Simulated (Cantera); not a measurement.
A closed system holds: 1 mol SiCl₄, 0.92 mol Cl₂, a varied amount of H₂, held at 1350 K and 1.00 bar.

Cantera equilibrium calculation (NASA polynomials, part measured and part estimated; ideal gas, pure solids and liquids). Candidate condensed phases: Si; 19 gas species. The tables' values for SiCl₃ are old estimates; treat these amounts as uncertain. Kinetics and transport are ignored.

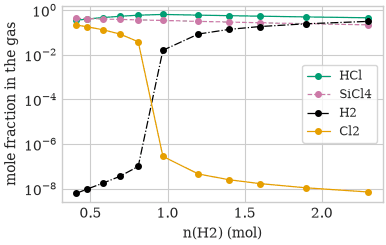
Equilibrium gas composition (values under 1e-9 drawn at 1e-9)

Task: Read off the mole fractions at 1.2 mol H₂.

Result: HCl about 0.60, SiCl₄ about 0.31, H₂ about 0.085, Cl₂ about 4.5e-8.
